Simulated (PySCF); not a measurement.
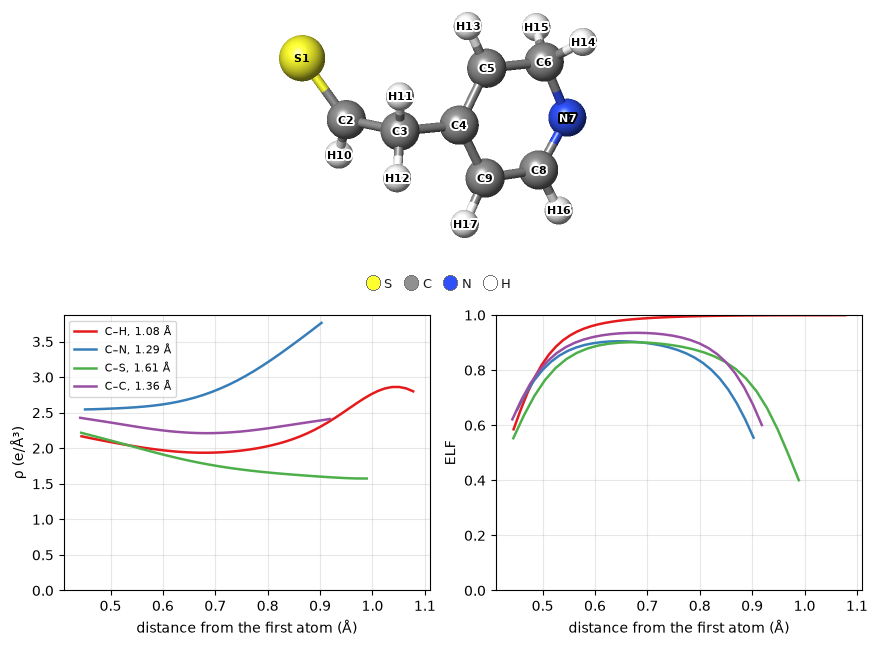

Figure. C7H8NS (doublet). Total electron density and ELF along straight lines between neighbouring atoms. The curves leave out the atomic cores. The structure is drawn too.

Geometry: GFN2-xTB.

These are results of UKS B3LYP, pcH-1 on C H N S, non-relativistic, mean-field spin-orbit, GIAO (PySCF), not measurements.

Input

```
{"job": {"kind": "epr", "basis": "pcH-1"}, "charge": 0, "multiplicity": 2}
S      3.187939    -1.826423     0.007854
C      2.411380    -0.502361    -0.493237
C      1.735386     0.464629     0.410438
C      0.245761     0.310650     0.185258
C     -0.466283    -0.621576     0.874736
C     -1.926582    -0.794631     0.638461
N     -2.520870     0.023455    -0.366899
C     -1.787673     0.875563    -0.998571
C     -0.413748     1.090554    -0.782960
H      2.315815    -0.307976    -1.558315
H      1.987690     0.246112     1.448385
H      2.037320     1.484757     0.162067
H      0.001210    -1.262882     1.606279
H     -2.488600    -0.627462     1.574201
H     -2.141344    -1.845841     0.379369
H     -2.300603     1.465140    -1.749637
H      0.116203     1.840324    -1.347341
```

Command:

```sh
OMP_NUM_THREADS=1 python probes_run.py task.json out
```

**Compare the contacts.**

C–H (1.08 Å): ρ at the midpoint is about 2 e/Å³; the ELF climbs to about 1 towards the hydrogen, as it does in any bond to H: a covalent bond by its length.
C–N (1.29 Å): ρ is about 2.7 e/Å³ halfway; the ELF peaks at about 0.90 between the atoms: a covalent bond.
C–S (1.61 Å): ρ at the midpoint is about 1.7 e/Å³; the ELF peaks at about 0.90 between the atoms: a covalent bond.
C–C (1.36 Å): ρ is about 2.2 e/Å³ halfway; the ELF peaks at about 0.95 between the atoms (localised, covalent bonding).
